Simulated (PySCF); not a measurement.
# Ce2O4: forces at shaken geometries

How stiff is Ce2O4? Its atoms are displaced at random by several amounts. The structure is generated, not taken from experiment.

Method: B3LYP, Ce lcecp-2-SVP with ECP46, O def2-SVP; scalar-relativistic core potentials, no spin–orbit coupling; program: PySCF 2.14.0.

3 further runs of the same task are left out: 2 for a known fault of the program, 1 that didn't finish.

### 1 The starting structure

6 atoms, charge 0, spin multiplicity 1.

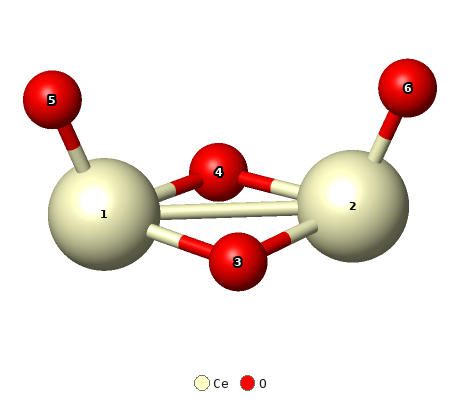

The geometry (cerium light yellow, oxygen red); atoms are numbered from 1 in the order of the file.

Geometry (Å):

```csv
atom,x (Å),y (Å),z (Å)
Ce1,0.00000,-0.43755,1.66390
Ce2,0.00000,-0.43755,-1.66390
O3,1.34120,-0.53841,0.00000
O4,-1.34120,-0.53841,0.00000
O5,0.00000,1.29391,2.37672
O6,0.00000,1.29391,-2.37672
```

Formal oxidation states: Ce +4. The 4f shell is empty and lies in the core potential. An earlier session relaxed this geometry at B3LYP, Ce lcecp-2-SVP with ECP46, O def2-SVP (singlet, point group C2v).

Its energy there is -378.068041 Eh.

### 2 Atoms moved at random, σ = 0.06 Å

Contents of run.py (the lines that set the calculation):

```python
mol = gto.M(atom='''
Ce    -0.05043    -0.49014     1.57673
Ce    -0.01307    -0.43281    -1.65722
O      1.43361    -0.59228     0.05423
O     -1.32451    -0.41500    -0.07571
O     -0.02716     1.25346     2.42452
O     -0.01845     1.31268    -2.32255''',
    basis={'Ce': 'lcecp-2-SVP', 'O': 'def2-SVP'},
    ecp={'Ce': 'lcecp-2-SVP'},
    charge=0, spin=0)
mf = dft.RKS(mol, xc='B3LYP')
mf.grids.atom_grid = (50, 194)  # f atoms: unpruned, at least (60, 302)
mf = mf.density_fit()  # fitting sets: Ce AutoAux, O def2-universal-JKFIT
mf.conv_tol = 1e-08; mf.max_cycle = 55
mf.kernel(dm0)  # dm0: the density of the relaxed state
```

Started as:

```console
$ OMP_NUM_THREADS=2 python run.py
```

The program printed:

```text
init E= -378.032941143104
cycle= 1 E= -378.053257029317  delta_E= -0.0203  |g|= 0.12  |ddm|= 0.481
cycle= 2 E= -378.026915749592  delta_E= 0.0263  |g|= 0.374  |ddm|= 0.395
cycle= 3 E= -378.056764623062  delta_E= -0.0298  |g|= 0.0452  |ddm|= 0.277
cycle= 4 E= -378.056965527532  delta_E= -0.000201  |g|= 0.0385  |ddm|= 0.0652
cycle= 5 E= -378.05726633729  delta_E= -0.000301  |g|= 0.00742  |ddm|= 0.0283
cycle= 6 E= -378.057277273465  delta_E= -1.09e-05  |g|= 0.00342  |ddm|= 0.00835
cycle= 7 E= -378.057279138363  delta_E= -1.86e-06  |g|= 0.00182  |ddm|= 0.00367
cycle= 8 E= -378.057279841188  delta_E= -7.03e-07  |g|= 0.000417  |ddm|= 0.00187
cycle= 9 E= -378.057279867559  delta_E= -2.64e-08  |g|= 0.000291  |ddm|= 0.000523
cycle= 10 E= -378.057279886025  delta_E= -1.85e-08  |g|= 5.22e-05  |ddm|= 0.00025
cycle= 11 E= -378.057279886777  delta_E= -7.52e-10  |g|= 8.49e-06  |ddm|= 6.61e-05
Extra cycle  E= -378.057279886771  delta_E= 6.59e-12  |g|= 1.16e-05  |ddm|= 2.58e-05
converged SCF energy = -378.057279886771
```

Wall time 15 s (2 threads of AMD EPYC 7R43 (Zen 3), shared host).

Read off: E = -378.057280 Eh (+0.293 eV from the relaxed state), frontier levels not given, since the 4f levels lie in the core, Mulliken charge on Ce1 +1.15 e, largest force component 2.612 eV/Å. The large-core potential holds the 4f shell empty.

```csv
atom,Fx,Fy,Fz (eV/Å)
Ce1,0.970,1.854,2.612
Ce2,1.443,0.187,-1.086
O3,-1.437,0.023,-0.583
O4,-1.034,-0.209,0.018
O5,0.008,-1.819,-0.877
O6,0.050,-0.035,-0.082
```

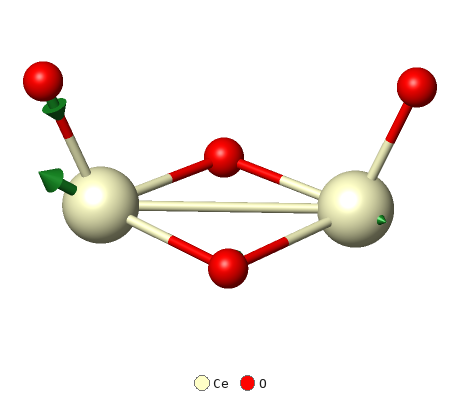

Forces as arrows, the longest for the largest force.

### 3 Atoms moved at random, σ = 0.03 Å

Contents of run.py (the lines that set the calculation):

```python
mol = gto.M(atom='''
Ce     0.02762    -0.44541     1.67530
Ce     0.02823    -0.38196    -1.65052
O      1.33854    -0.56337    -0.02331
O     -1.31370    -0.55612     0.02040
O     -0.01297     1.30563     2.35956
O     -0.06772     1.27713    -2.38142''',
    basis={'Ce': 'lcecp-2-SVP', 'O': 'def2-SVP'},
    ecp={'Ce': 'lcecp-2-SVP'},
    charge=0, spin=0)
mf = dft.RKS(mol, xc='B3LYP')
mf.grids.atom_grid = (50, 194)  # f atoms: unpruned, at least (60, 302)
mf = mf.density_fit()  # fitting sets: Ce AutoAux, O def2-universal-JKFIT
mf.conv_tol = 1e-08; mf.max_cycle = 55
mf.kernel(dm0)  # dm0: the density of the relaxed state
```

Started as:

```console
$ OMP_NUM_THREADS=2 python run.py
```

The program printed:

```text
init E= -378.078742143445
cycle= 1 E= -378.063319515982  delta_E= 0.0154  |g|= 0.0411  |ddm|=  0.3
cycle= 2 E= -378.061911794541  delta_E= 0.00141  |g|= 0.0954  |ddm|= 0.127
cycle= 3 E= -378.063830112685  delta_E= -0.00192  |g|= 0.0155  |ddm|= 0.0786
cycle= 4 E= -378.06387471017  delta_E= -4.46e-05  |g|= 0.00502  |ddm|= 0.0147
cycle= 5 E= -378.063877313923  delta_E= -2.6e-06  |g|= 0.00386  |ddm|= 0.00665
cycle= 6 E= -378.063880291646  delta_E= -2.98e-06  |g|= 0.00108  |ddm|= 0.00382
cycle= 7 E= -378.063880386735  delta_E= -9.51e-08  |g|= 0.000982  |ddm|= 0.00154
cycle= 8 E= -378.063880589532  delta_E= -2.03e-07  |g|= 0.000112  |ddm|= 0.000752
cycle= 9 E= -378.06388059331  delta_E= -3.78e-09  |g|= 2.6e-05  |ddm|= 0.000192
Extra cycle  E= -378.063880593006  delta_E= 3.04e-10  |g|= 4.82e-05  |ddm|= 8.62e-05
converged SCF energy = -378.063880593006
```

Run time: 14 s. Hardware: 2 threads of AMD EPYC 7R43 (Zen 3), shared host.

Read off: E = -378.063881 Eh (+0.113 eV from the relaxed state), frontier levels not given, since the 4f levels lie in the core, Mulliken charge on Ce1 +1.15 e, largest force component 2.663 eV/Å. The large-core potential holds the 4f shell empty.

```csv
atom,Fx,Fy,Fz (eV/Å)
Ce1,-0.160,0.139,-0.078
Ce2,-0.487,-2.663,0.148
O3,0.675,0.247,0.679
O4,-0.070,0.075,0.238
O5,0.052,-0.248,-0.102
O6,-0.011,2.449,-0.886
```

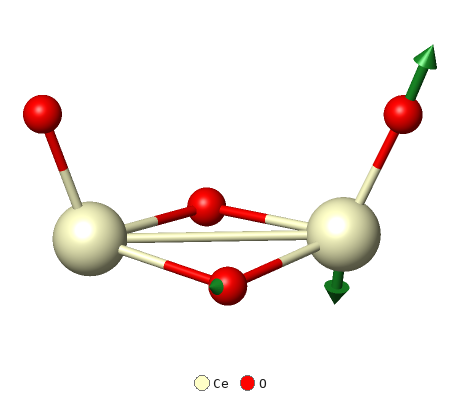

Forces as arrows, the longest for the largest force.

### 4 Atoms moved at random, σ = 0.06 Å

Contents of run.py (the lines that set the calculation):

```python
mol = gto.M(atom='''
Ce    -0.07275    -0.51877     1.60412
Ce    -0.01270    -0.43412    -1.72567
O      1.33948    -0.47540     0.03054
O     -1.36494    -0.53793    -0.07775
O      0.00379     1.26936     2.46641
O      0.10713     1.33275    -2.29766''',
    basis={'Ce': 'lcecp-2-SVP', 'O': 'def2-SVP'},
    ecp={'Ce': 'lcecp-2-SVP'},
    charge=0, spin=0)
mf = dft.RKS(mol, xc='B3LYP')
mf.grids.atom_grid = (50, 194)  # f atoms: unpruned, at least (60, 302)
mf = mf.density_fit()  # fitting sets: Ce AutoAux, O def2-universal-JKFIT
mf.conv_tol = 1e-08; mf.max_cycle = 55
mf.kernel(dm0)  # dm0: the density of the relaxed state
```

Started as:

```console
$ OMP_NUM_THREADS=2 python run.py
```

The program printed:

```text
init E= -378.002804899676
cycle= 1 E= -378.049671725993  delta_E= -0.0469  |g|= 0.167  |ddm|= 0.529
cycle= 2 E= -377.937861818857  delta_E= 0.112  |g|= 0.741  |ddm|= 0.679
cycle= 3 E= -378.056819982171  delta_E= -0.119  |g|= 0.0408  |ddm|= 0.51
cycle= 4 E= -378.056996024675  delta_E= -0.000176  |g|= 0.0354  |ddm|= 0.0612
cycle= 5 E= -378.057229007206  delta_E= -0.000233  |g|= 0.012  |ddm|= 0.0283
cycle= 6 E= -378.057261037831  delta_E= -3.2e-05  |g|= 0.00325  |ddm|= 0.0122
cycle= 7 E= -378.057262433152  delta_E= -1.4e-06  |g|= 0.00248  |ddm|= 0.00432
cycle= 8 E= -378.057263702927  delta_E= -1.27e-06  |g|= 0.000548  |ddm|= 0.00238
cycle= 9 E= -378.057263756883  delta_E= -5.4e-08  |g|= 0.000313  |ddm|= 0.000595
cycle= 10 E= -378.05726377523  delta_E= -1.83e-08  |g|= 0.000117  |ddm|= 0.000264
cycle= 11 E= -378.057263778595  delta_E= -3.36e-09  |g|= 1.24e-05  |ddm|= 0.000113
Extra cycle  E= -378.057263778488  delta_E= 1.07e-10  |g|= 2.66e-05  |ddm|= 3.7e-05
converged SCF energy = -378.057263778488
```

Run time: 14 s. Hardware: 2 threads of AMD EPYC 7R43 (Zen 3), shared host.

It gives: E = -378.057264 Eh (+0.293 eV from the relaxed state), frontier levels not given, since the 4f levels lie in the core, Mulliken charge on Ce1 +1.17 e, largest force component 3.209 eV/Å. The large-core potential holds the 4f shell empty.

```csv
atom,Fx,Fy,Fz (eV/Å)
Ce1,0.611,3.209,1.555
Ce2,0.732,0.317,0.942
O3,-0.733,-0.507,-0.611
O4,-0.165,-0.111,-0.330
O5,-0.261,-2.940,-1.322
O6,-0.184,0.032,-0.234
```

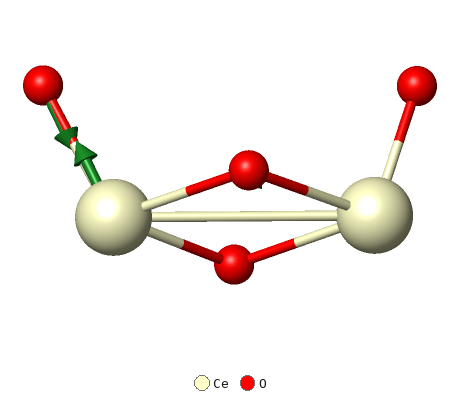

Forces as arrows, the longest for the largest force.

### 5 The displacements side by side

| σ (Å) | energy rise (eV) | harmonic estimate −½ F·u (eV) | largest force component (eV/Å) |
| --- | --- | --- | --- |
| 0.06 | 0.293 | 0.292 | 2.61 |
| 0.03 | 0.113 | 0.113 | 2.66 |
| 0.06 | 0.293 | 0.284 | 3.21 |

Every displacement raises the energy. For a harmonic well the rise equals −½ F·u; the two differ by at most 3 % here (a move with σ = 0.06 Å), from anharmonicity, the grid and the small forces left at the relaxed point. The bases are small and lack diffuse functions. Spin–orbit coupling is left out.
